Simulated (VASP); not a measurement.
Band structure of Cu$_{2}$GeSe$_{3}$ (space group Imm2). Computed with PBEsol GGA, VASP's PBE PAW potentials (set 64) (plane waves; VASP).

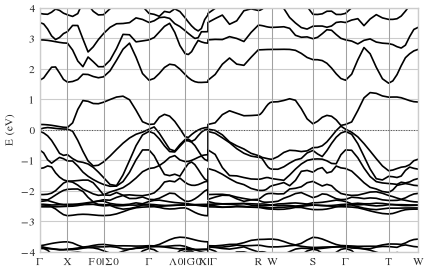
Figure: Bands along high-symmetry lines, zero at the valence-band maximum or, without a gap, the Fermi level

Read the plot: is there a gap, and where are the band edges?

It has no gap at this level: it comes out as a metal or semimetal. (Edges off the drawn lines would not show.)

The structure comes from a computed database's Cu2GeSe3 entry (Imm2); how it stands against other phases isn't given here. It was relaxed first.
